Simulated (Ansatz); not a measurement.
# UPBE0/6-311+G(d,p) run of SiNH4O (SMILES N[SiH]O)

What is the electronic atomisation energy of SiNH4O at UPBE0/6-311+G**? 

The calculation is run with Ansatz 0.2.0.

53 further runs of the same task are left out: 53 set aside as unsound or not needed.

**1. The structure to begin with**

The species is SiNH4O (7 atoms), meant as a doublet with charge 0. As SMILES, `N[SiH]O`. The shape is that of a PBE0-D4/def2-TZVP optimisation. This is one conformer, not always the lowest.

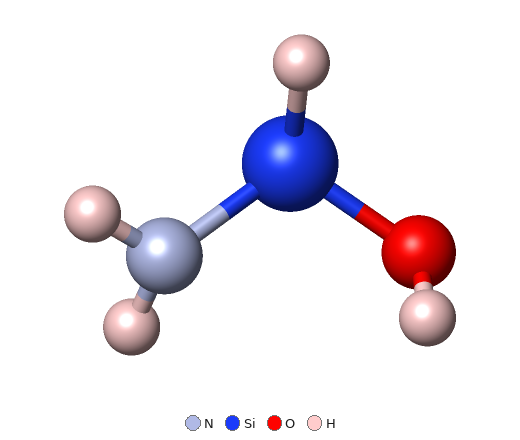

Viewed from a chosen angle; nitrogen light blue, silicon blue, oxygen red, hydrogen pink.

**2. A single-point energy at UPBE0/6-311+G(d,p)**

Contents of in.yaml:

```yaml
crystal:
  periodic: [false, false, false]
  atoms:
    - {symbol: "N", position_ang: [-0.694900, 0.548300, -0.575200]}
    - {symbol: Si, position_ang: [0.293100, 0.159000, 0.781300]}
    - {symbol: O, position_ang: [1.622900, -0.672400, 0.270300]}
    - {symbol: H, position_ang: [-0.355900, 1.168100, -1.294800]}
    - {symbol: H, position_ang: [-1.685800, 0.673200, -0.432900]}
    - {symbol: H, position_ang: [-0.599100, -0.661900, 1.664700]}
    - {symbol: H, position_ang: [1.480900, -1.282400, -0.459000]}
basis:
  gaussian: {orbitals: 6-311+G_st__st_-spherical.json}
magnetization: {spin_polarized: true, initial_magnetization: 1}
hamiltonian: {xc: pbe0}
accuracy: high
output: {orbitals: {seedname: orbitals}}
```

The basis set 6-311+G** is read from a file made from the Basis Set Exchange's data (not shown).

Launch:

```console
ansatz run in.yaml --threads 1 --pin off --max-ram 3480MiB --events-out events.jsonl --progress --plain --runs-dir runs
```

Output:

```text
Warning: RAYON_NUM_THREADS=1 ignored (pool sized by the plan → 1); use --threads N
Functional definition: PBE0
  name "PBE0"
  parameter a = 0.25
  parameter kappa = 0.804
  parameter beta = 0.06672455060314922
  exchange = (1 - a)*pbe_x(kappa = kappa, mu = beta*pi^2/3) + a*exact_x
  correlation = pbe_c(beta = beta)
1830 factors; integrals over basis functions are off by at most 4.2e-9 eV
mean field evaluation 1: about -11463.8395 eV, gradient 5.5e1 eV
mean field evaluation 2: about -11444.9980 eV, gradient 8.3e1 eV
mean field evaluation 4: about -11474.2098 eV, gradient 1.6e0 eV
mean field evaluation 8: about -11474.3328 eV, gradient 1.8e-1 eV
mean field evaluation 16: about -11474.3330 eV, gradient 9.0e-5 eV
mean field -11474.33295830 eV, -421.6739586353 hartree, gradient 4.7e-8 eV, S^2 0.751807; 0 other end points of the search recorded, 0 dependent functions left out
reference -11474.33296241 eV, -421.6739587862 hartree; 17, 16 occupied and 81, 82 virtual orbitals, 1830 factors
Total energy: -11474.33296241 eV, -421.6739587862 hartree
```

Run time: 6 s. Hardware: 1 thread of Intel Xeon 6975P-C (Granite Rapids), shared host; peak memory 0.4 GiB.

**3. The H atom**

Contents of molecule.yaml:

```yaml
crystal:
  periodic: [false, false, false]
  atoms:
    - {symbol: H, position_ang: [0.000000, 0.000000, 0.000000]}
basis:
  gaussian:
    orbitals: 6-311+G_st__st_.json
magnetization:
  spin_polarized: true
  initial_magnetization: 1
hamiltonian:
  xc: {name: PBE0}
accuracy: high
```

The basis set 6-311+G** is read from a file made from the Basis Set Exchange's data (not shown).

Run the same way, it converges to -0.50104 Eh (log not shown).

**4. The N atom, same level**

Contents of input.yaml:

```yaml
crystal:
  periodic: [false, false, false]
  atoms:
    - {symbol: N, position_ang: [0.000000, 0.000000, 0.000000]}
basis:
  gaussian:
    orbitals: 6-311+G_st__st_.json
magnetization:
  spin_polarized: true
  initial_magnetization: 3
hamiltonian:
  xc: pbe0
accuracy: high
```

The basis set 6-311+G** is read from a file made from the Basis Set Exchange's data (not shown).

Run the same way, it converges to -54.54033 Eh (log not shown).

**5. The O atom at the same level**

Contents of run.yaml:

```yaml
crystal:
  periodic: [false, false, false]
  atoms:
    - {symbol: O, position_ang: [0.000000, 0.000000, 0.000000]}
basis:
  gaussian:
    orbitals: 6-311+G_st__st_.json
magnetization:
  spin_polarized: true
  initial_magnetization: 2
hamiltonian:
  xc: pbe0
accuracy: high
```

The basis set 6-311+G** is read from a file made from the Basis Set Exchange's data (not shown).

Launch:

```console
ansatz run run.yaml --threads 1 --pin off --max-ram 3480MiB --events-out events.jsonl --progress --plain --runs-dir runs
```

Output:

```text
Warning: RAYON_NUM_THREADS=1 ignored (pool sized by the plan → 1); use --threads N
Functional definition: PBE0
  name "PBE0"
  parameter a = 0.25
  parameter kappa = 0.804
  parameter beta = 0.06672455060314922
  exchange = (1 - a)*pbe_x(kappa = kappa, mu = beta*pi^2/3) + a*exact_x
  correlation = pbe_c(beta = beta)
174 factors; integrals over basis functions are off by at most 3.4e-9 eV
mean field evaluation 1: about -2041.0442 eV, gradient 6.4e0 eV
mean field evaluation 2: about -2041.1242 eV, gradient 3.8e0 eV
mean field evaluation 4: about -2041.1714 eV, gradient 4.5e-2 eV
mean field evaluation 8: about -2041.1718 eV, gradient 6.8e-4 eV
mean field -2041.17176822 eV, -75.0116789263 hartree, gradient 7.9e-8 eV, S^2 2.003313; 0 other end points of the search recorded, 0 dependent functions left out
reference -2041.17177024 eV, -75.0116790004 hartree; 5, 3 occupied and 17, 19 virtual orbitals, 174 factors
Total energy: -2041.17177024 eV, -75.0116790004 hartree
```

Run time: 0.2 s. Hardware: 1 thread of Intel Xeon 6975P-C (Granite Rapids), shared host.

**6. The Si atom at the same level**

Contents of run.yaml:

```yaml
crystal:
  periodic: [false, false, false]
  atoms:
    - {symbol: Si, position_ang: [0.000000, 0.000000, 0.000000]}
basis:
  gaussian: {orbitals: 6-311+G_st__st_-spherical.json}
magnetization: {spin_polarized: true, initial_magnetization: 2}
hamiltonian: {xc: {name: PBE0}}
accuracy: high
```

The basis set 6-311+G** is read from a file made from the Basis Set Exchange's data (not shown).

Run the same way, it converges to -289.25067 Eh (log not shown).

**7. Results**

Level: UPBE0/6-311+G**.

| quantity | value |
| --- | --- |
| molecule: total energy | -421.67396 Eh |
| molecule: HOMO energy (highest over α and β) | -5.55 eV |
| molecule: LUMO energy (lowest over α and β) | -1.81 eV |
| molecule: ⟨S²⟩ | 0.752 |
| H atom: total energy | -0.50104 Eh |
| H atom: ⟨S²⟩ | 0.750 |
| N atom: total energy | -54.54033 Eh |
| N atom: ⟨S²⟩ | 3.753 |
| O atom: total energy | -75.01168 Eh |
| O atom: ⟨S²⟩ | 2.003 |
| Si atom: total energy | -289.25067 Eh |
| Si atom: ⟨S²⟩ | 2.003 |
| electronic atomisation energy | 23.596 eV |

**Reading.** Taking the molecule apart into free atoms costs 23.60 eV (544 kcal/mol), before zero-point energy and without spin-orbit coupling.
